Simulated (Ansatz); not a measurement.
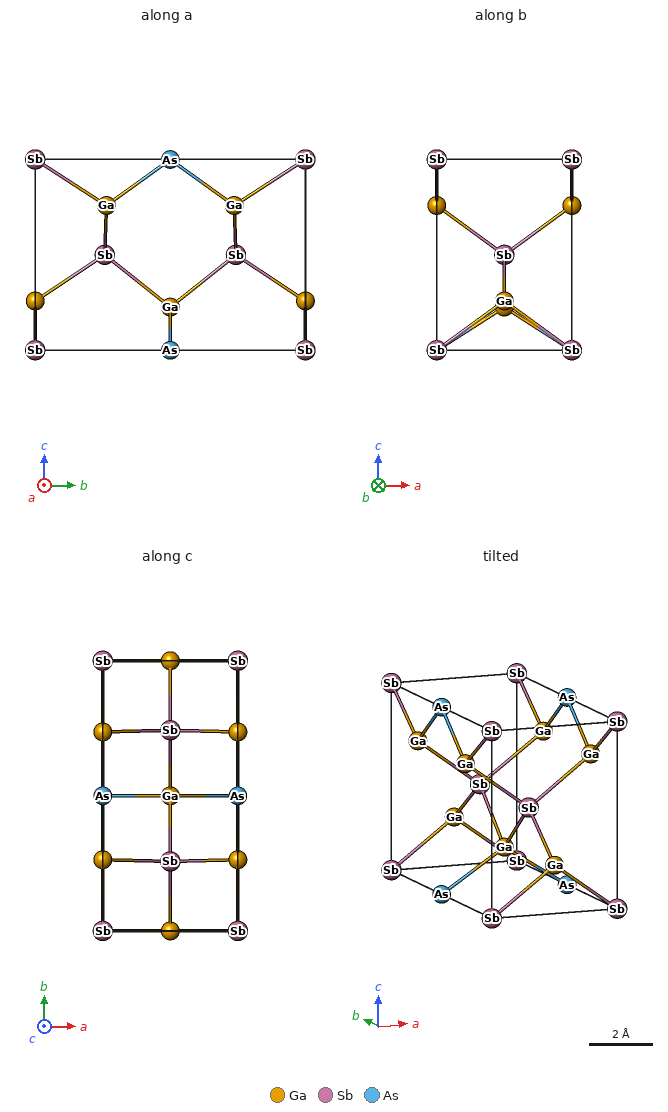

A ball-and-stick rendering, viewed along the a axis, along the b axis, along the c axis and slightly off an axis. The parallelepiped is the conventional unit cell.

Lattice parameters: a = 4.314 Å, b = 8.629 Å, c = 6.093 Å, α = 90.00°, β = 90.00°, γ = 90.00°. Put a along x and b in the xy plane.

Q: Convert the drawing into a POSCAR file, with free fractional coordinates to two decimals.

A:
```
Ga Sb As
1.0
     4.314    0.000    0.000
     0.000    8.629    0.000
     0.000    0.000    6.093
Ga Sb As
4 3 1
Direct
  0.00 0.26 0.76
  0.50 0.00 0.26
  0.00 0.74 0.76
  0.50 0.50 0.23
  0.50 0.26 0.50
  0.00 0.00 0.00
  0.50 0.74 0.50
  0.00 0.50 0.00
```

Origin of the cell: a structure type filled with these elements by a generator (whether the compound takes this form wasn't checked). It is drawn as it came out of a relaxation with DFT PBE, scalar-relativistic, plane waves, PAW in Ansatz.
